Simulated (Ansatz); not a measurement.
GeHClF$_{2}$: nudged elastic band

GeHClF$_{2}$, computed with RKS PBE0/def2-SVP (Ansatz 0.2.0).

One setting was made poor on purpose. It belongs to a series of runs on one base structure; here: band between the two ends. Figures and captions count atoms from 1; the log counts them from 0 in places.

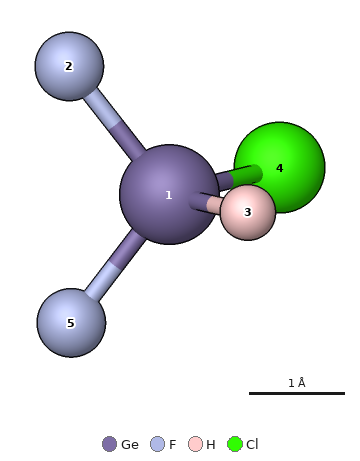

The structure as given in the input (ball-and-stick view, seen at a tilt; atoms are numbered from 1 in the order of the input). Sticks mark near contacts.

Input:
```yaml
crystal:
  periodic: [false, false, false]
  atoms:
    - { symbol: Ge, position_ang: [0.296896, 0.044417, 0.116939] }
    - { symbol: F, position_ang: [0.291258, 0.029498, 1.835948] }
    - { symbol: H, position_ang: [1.722234, -0.001049, -0.41144] }
    - { symbol: Cl, position_ang: [-0.807495, 1.735738, -0.527794] }
    - { symbol: F, position_ang: [-0.563792, -1.368003, -0.348854] }
basis:
  gaussian: { orbitals: def2-SVP }
hamiltonian:
  xc: pbe0
neb:
  order_check: false
  images: 7
  f_tol: 0.05
  max_iterations: 60
  spring: 0.1
  final_atoms:
    - { symbol: Ge, position_ang: [0.56045221, 0.5157029, -0.92700085] }
    - { symbol: F, position_ang: [1.10349749, 0.02319933, 1.32420461] }
    - { symbol: H, position_ang: [0.5754261, -0.72583077, 1.07843812] }
    - { symbol: Cl, position_ang: [-1.19177466, 1.72078174, -0.39671142] }
    - { symbol: F, position_ang: [-0.10850013, -1.09325221, -0.41413145] }
  initial_path:
    images:
      - { positions_ang: [[0.296896, 0.044417, 0.116939], [0.291258, 0.029498, 1.835948], [1.722234, -0.001049, -0.41144], [-0.807495, 1.735738, -0.527794], [-0.563792, -1.368003, -0.348854]] }
      - { positions_ang: [[0.22271728, 0.03335292, 0.0876139], [0.48709337, 0.02207247, 1.76252833], [1.71600534, -0.00124824, -0.20188662], [-0.86594113, 1.75494148, -0.5816732], [-0.62077386, -1.36851763, -0.40178341]] }
      - { positions_ang: [[0.14853856, 0.02228883, 0.0582888], [0.68292873, 0.01464695, 1.68910866], [1.70977668, -0.00144747, 0.00766676], [-0.92438725, 1.77414496, -0.6355524], [-0.67775571, -1.36903227, -0.45471281]] }
      - { positions_ang: [[0.07435984, 0.01122475, 0.0289637], [0.8787641, 0.00722142, 1.61568899], [1.70354802, -0.00164671, 0.21722014], [-0.98283338, 1.79334844, -0.68943161], [-0.73473757, -1.3695469, -0.50764222]] }
      - { positions_ang: [[0.00018111, 0.00016067, -0.0003614], [1.07459946, -0.00020411, 1.54226932], [1.69731936, -0.00184594, 0.42677352], [-1.04127951, 1.81255192, -0.74331081], [-0.79171943, -1.37006154, -0.56057163]] }
      - { positions_ang: [[0.14024889, 0.12904623, -0.23202126], [1.08182397, 0.00564675, 1.48775314], [1.41684605, -0.18284215, 0.58968967], [-1.0789033, 1.78960937, -0.65666096], [-0.6209146, -1.30085921, -0.52396158]] }
      - { positions_ang: [[0.28031666, 0.25793179, -0.46368113], [1.08904847, 0.01149761, 1.43323696], [1.13637273, -0.36383835, 0.75260582], [-1.11652708, 1.76666683, -0.57001112], [-0.45010978, -1.23165687, -0.48735154]] }
      - { positions_ang: [[0.42038443, 0.38681735, -0.69534099], [1.09627298, 0.01734847, 1.37872078], [0.85589942, -0.54483456, 0.91552197], [-1.15415087, 1.74372429, -0.48336127], [-0.27930496, -1.16245454, -0.45074149]] }
      - { positions_ang: [[0.56045221, 0.5157029, -0.92700085], [1.10349749, 0.02319933, 1.32420461], [0.5754261, -0.72583077, 1.07843812], [-1.19177466, 1.72078174, -0.39671142], [-0.10850013, -1.09325221, -0.41413145]] }
```

Run on 2 threads of Arm Neoverse V1, 24 GiB of memory available, shared host.

Run as:
```bash
ansatz run input.yaml --threads 2 --pin off --max-ram 3072MiB --backend cpu --events-out ev --progress --plain --runs-dir out
```

Output:
```
Engine: ansatz 0.2.0, aarch64-unknown-linux-gnu
Functional definition: PBE0
  parameter a = 0.25
  parameter kappa = 0.804
  parameter beta = 0.06672455060314922
  exchange = (1 - a)*pbe_x(kappa = kappa, mu = beta*pi^2/3) + a*exact_x
  correlation = pbe_c(beta = beta)
837 factors; integrals over basis functions are off by at most 3.9e-4 eV
mean field evaluation 1: about -74459.1232 eV, gradient 4.4e1 eV
mean field evaluation 2: about -74453.6157 eV, gradient 7.6e1 eV
mean field evaluation 4: about -74462.1771 eV, gradient 1.7e0 eV
mean field evaluation 8: about -74462.1949 eV, gradient 4.3e-2 eV
mean field -74462.19493947 eV, -2736.4351917371 hartree, gradient 4.2e-5 eV, S^2 0.000000; 0 other end points of the search recorded, 0 dependent functions left out
the calculation of the forces begins
reference -74462.19495942 eV, -2736.4351924701 hartree; 34, 34 occupied and 49, 49 virtual orbitals, 837 factors
839 factors; integrals over basis functions are off by at most 1.1e-3 eV
mean field evaluation 16: about -74458.7798 eV, gradient 4.1e1 eV
mean field -74461.53395358 eV, -2736.4109009535 hartree, gradient 1.1e-5 eV, S^2 0.000000; 0 other end points of the search recorded, 0 dependent functions left out
[... from here on the field's lines of each further geometry are left out, up to the last ...]
NEB iter   1: max|band force component| = 1.619e1 eV/Å  barrier→ = 4.1482 eV  barrier← = 3.4872 eV  Δτ_max = 0.2000 Å  (242 SCF iters)
NEB iter   2: max|band force component| = 2.123e0 eV/Å  barrier→ = 2.7651 eV  barrier← = 2.1041 eV  Δτ_max = 0.1965 Å  (233 SCF iters)
NEB iter   3: max|band force component| = 1.279e0 eV/Å  barrier→ = 2.4451 eV  barrier← = 1.7841 eV  Δτ_max = 0.1806 Å  (212 SCF iters)
NEB iter   4: max|band force component| = 9.440e-1 eV/Å  barrier→ = 2.5143 eV  barrier← = 1.8533 eV  Δτ_max = 0.1741 Å  (209 SCF iters)
NEB iter   5: max|band force component| = 7.067e-1 eV/Å  barrier→ = 2.3649 eV  barrier← = 1.7040 eV  Δτ_max = 0.2000 Å  (209 SCF iters)
NEB iter   6: max|band force component| = 7.359e0 eV/Å  barrier→ = 2.4898 eV  barrier← = 1.8288 eV  Δτ_max = 0.0992 Å  (206 SCF iters)
NEB iter   7: max|band force component| = 3.721e0 eV/Å  barrier→ = 2.2277 eV  barrier← = 1.5667 eV  Δτ_max = 0.1936 Å  (208 SCF iters)
NEB iter   8: max|band force component| = 3.802e0 eV/Å  barrier→ = 2.3659 eV  barrier← = 1.7049 eV  Δτ_max = 0.0961 Å  (212 SCF iters)
NEB iter   9: max|band force component| = 5.738e-1 eV/Å  barrier→ = 2.4188 eV  barrier← = 1.7578 eV  Δτ_max = 0.1337 Å  (210 SCF iters)
NEB iter  10: max|band force component| = 2.757e-1 eV/Å  barrier→ = 2.4408 eV  barrier← = 1.7798 eV  CI = image 3  Δτ_max = 0.0774 Å  (207 SCF iters)
NEB iter  11: max|band force component| = 1.387e-1 eV/Å  barrier→ = 2.4400 eV  barrier← = 1.7790 eV  CI = image 3  Δτ_max = 0.0448 Å  (208 SCF iters)
NEB iter  12: max|band force component| = 9.663e-2 eV/Å  barrier→ = 2.4396 eV  barrier← = 1.7786 eV  CI = image 3  Δτ_max = 0.0242 Å  (195 SCF iters)
NEB iter  13: max|band force component| = 5.923e-2 eV/Å  barrier→ = 2.4396 eV  barrier← = 1.7786 eV  CI = image 3  Δτ_max = 0.0038 Å  (182 SCF iters)
the calculation of the forces begins
reference -74461.40070097 eV, -2736.4060040104 hartree; 34, 34 occupied and 49, 49 virtual orbitals, 840 factors
838 factors; integrals over basis functions are off by at most 1.2e-3 eV
mean field -74459.75535721 eV, -2736.3455387425 hartree, gradient 3.7e-5 eV, S^2 0.000000; 1 other end points of the search recorded, 0 dependent functions left out
the calculation of the forces begins
reference -74459.75537713 eV, -2736.3455394744 hartree; 34, 34 occupied and 49, 49 virtual orbitals, 838 factors
NEB iter  14: max|band force component| = 1.498e-2 eV/Å  barrier→ = 2.4396 eV  barrier← = 1.7786 eV  CI = image 3  Δτ_max = 0.0000 Å  (344 SCF iters)
```

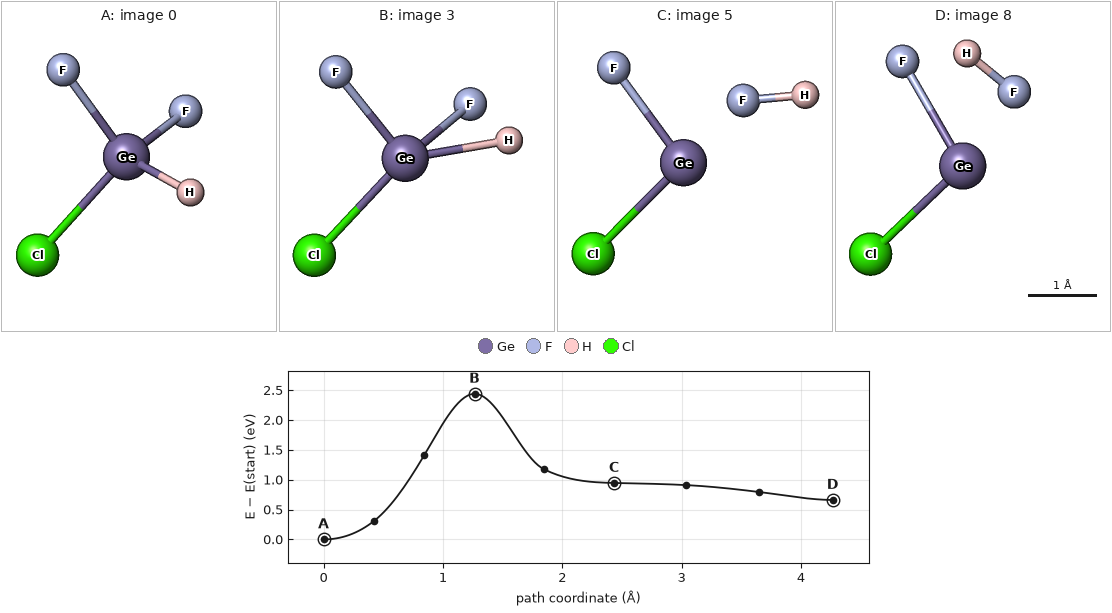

Images of the last band (counted from 0; ball-and-stick, seen at a tilt) above the energy along the path; the line is a cubic interpolation that uses the forces. The highest image is number 3, 2.440 eV above the start and 1.779 eV above the end (the climbing image); the end lies 0.661 eV above the start. The path is 4.27 Å long. The band converged in 14 iterations.

```
Total energy: -74459.75537713 eV, -2736.3455394744 hartree
Atom 0 at     0.255850     0.040641    -0.337348 Å, force     0.000582    -0.003315     0.001590 eV/Å
Atom 1 at     0.869476     0.023909     1.514843 Å, force    -0.001456     0.000110    -0.001510 eV/Å
Atom 2 at     1.673412    -0.025786     0.437719 Å, force     0.004468     0.001654     0.000821 eV/Å
Atom 3 at    -1.052594     1.723559    -0.555027 Å, force    -0.001445     0.002187    -0.000049 eV/Å
Atom 4 at    -0.807043    -1.321722    -0.395388 Å, force    -0.002149    -0.000636    -0.000851 eV/Å
Dipole moment:     0.383534     0.085559    -0.277748 e Å
this run last wrote the band of iteration 14 to [file]
```

The last band as extended XYZ (Å, eV, eV/Å):
```
5
Properties=species:S:1:pos:R:3:forces:R:3 image=0 energy=-74462.19494
Ge    0.2969    0.0444    0.1169    0.0157   0.0123   0.0178
F     0.2913    0.0295    1.8359   -0.0007  -0.0008  -0.0084
H     1.7222   -0.0010   -0.4114    0.0018  -0.0035  -0.0008
Cl   -0.8075    1.7357   -0.5278   -0.0069  -0.0013  -0.0025
F    -0.5638   -1.3680   -0.3489   -0.0098  -0.0067  -0.0060
5
Properties=species:S:1:pos:R:3:forces:R:3 image=1 energy=-74461.88742
Ge    0.2787    0.0501    0.0314    0.0573   0.0102   0.6003
F     0.4967    0.0339    1.7385   -0.7399   0.0178   0.5187
H     1.7820   -0.0282   -0.1390    0.0849   0.0123  -1.1257
Cl   -0.9346    1.6943   -0.5576    0.2925  -0.0419  -0.0061
F    -0.6838   -1.3095   -0.4085    0.3051   0.0016   0.0128
5
Properties=species:S:1:pos:R:3:forces:R:3 image=2 energy=-74460.78168
Ge    0.2648    0.0473   -0.1243    0.0833   0.0353   1.7472
F     0.6846    0.0305    1.6049   -1.5439   0.0778   0.7499
H     1.7600   -0.0297    0.1585    0.7025  -0.0398  -2.2415
Cl   -1.0101    1.7036   -0.5606    0.3803  -0.1610  -0.1126
F    -0.7603   -1.3112   -0.4139    0.3778   0.0878  -0.1431
5
Properties=species:S:1:pos:R:3:forces:R:3 image=3 energy=-74459.75536
Ge    0.2559    0.0406   -0.3373    0.0006  -0.0033   0.0016
F     0.8695    0.0239    1.5148   -0.0015   0.0001  -0.0015
H     1.6734   -0.0258    0.4377    0.0045   0.0017   0.0008
Cl   -1.0526    1.7236   -0.5550   -0.0014   0.0022   0.0000
F    -0.8070   -1.3217   -0.3954   -0.0021  -0.0006  -0.0009
5
Properties=species:S:1:pos:R:3:forces:R:3 image=4 energy=-74461.01825
Ge    0.1851    0.0135   -0.7016   -0.1260  -0.0470  -0.6714
F     1.0490    0.0241    1.4579    0.3388  -0.0091  -0.1199
H     1.7369   -0.0269    0.8150    0.1229   0.0044   0.6861
Cl   -1.1328    1.7426   -0.5407   -0.1665   0.0348   0.0546
F    -0.8990   -1.3127   -0.3659   -0.1691   0.0168   0.0506
5
Properties=species:S:1:pos:R:3:forces:R:3 image=5 energy=-74461.24913
Ge    0.1190    0.0443   -0.9657   -0.0158  -0.0004  -0.0309
F     1.0173    0.0212    1.3154    0.0158   0.0056  -0.0135
H     1.9357   -0.0962    1.2808    0.0156  -0.0067   0.0428
Cl   -1.2015    1.7406   -0.4953   -0.0085  -0.0039   0.0021
F    -0.9315   -1.2694   -0.4703   -0.0071   0.0054  -0.0006
5
Properties=species:S:1:pos:R:3:forces:R:3 image=6 energy=-74461.28483
Ge    0.2053    0.2741   -1.0407   -0.0014   0.0252  -0.0138
F     1.0807    0.1572    1.2634    0.0432   0.0419  -0.0169
H     1.5999   -0.5871    1.4505   -0.0555  -0.0537   0.0023
Cl   -1.2620    1.7790   -0.3912   -0.0154  -0.0063  -0.0010
F    -0.6847   -1.1826   -0.6173    0.0290  -0.0071   0.0294
5
Properties=species:S:1:pos:R:3:forces:R:3 image=7 energy=-74461.40068
Ge    0.3937    0.4608   -1.0151    0.0085   0.0272  -0.0043
F     1.1442    0.1040    1.2926    0.1047   0.0254  -0.0402
H     1.0001   -0.8068    1.4031   -0.1799  -0.0394  -0.0737
Cl   -1.2517    1.7819   -0.3959   -0.0230  -0.0169   0.0108
F    -0.3472   -1.0993   -0.6198    0.0897   0.0037   0.1074
5
Properties=species:S:1:pos:R:3:forces:R:3 image=8 energy=-74461.53395
Ge    0.5605    0.5157   -0.9270   -0.0033   0.0001   0.0114
F     1.1035    0.0232    1.3242    0.0142   0.0052   0.0077
H     0.5754   -0.7258    1.0784   -0.0073  -0.0045  -0.0134
Cl   -1.1918    1.7208   -0.3967   -0.0027   0.0028  -0.0070
F    -0.1085   -1.0933   -0.4141   -0.0009  -0.0036   0.0013
```

Summary:

| quantity | value |
| --- | --- |
| outcome | converged |
| barrier, forward | 2.440 eV |
| barrier, backward | 1.779 eV |
| wall time | 3.4 min (CPU time 6.4 min) |
| peak memory | 0.16 GiB |

Remarks:

A deliberately poor setting: spring. The order of the saddle point was not checked.
